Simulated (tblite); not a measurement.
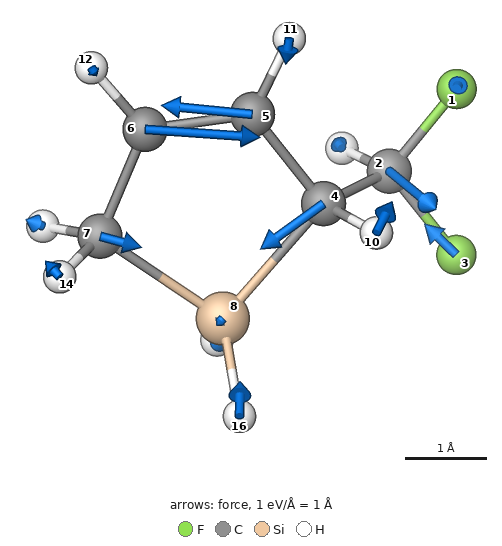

Starting geometry of C$_{5}$H$_{8}$F$_{2}$Si with the computed forces as blue arrows. A ball-and-stick model, seen at a tilt.

Computed with GFN2-xTB geometry optimisation, gas phase in tblite 0.8.0. 

Is this structure relaxed? If not, where do the atoms go?

It isn't relaxed: the largest force vector, on a C atom, is 1.45 eV/Å. The final displacements have little in common with the starting forces (cosine between the two patterns 0.26). The largest moves after the best rigid fit, 0.20 Å, are those of F and H atoms. By element the largest moves are H 0.20 Å, F 0.20 Å, C 0.06 Å, Si 0.02 Å. Among the contacts that change: H–Si 1.496 → 1.462 Å, C–C 1.349 → 1.321 Å, C–Si 1.939 → 1.920 Å, C–F 1.380 → 1.361 Å. Among the angles between lasting bonds that change: Si–C–H 107.2° → 112.7°, C–C–H 110.8° → 106.6°, C–C–C 113.6° → 110.5°. Over 56 geometry steps the energy falls by 3.12 kcal/mol.
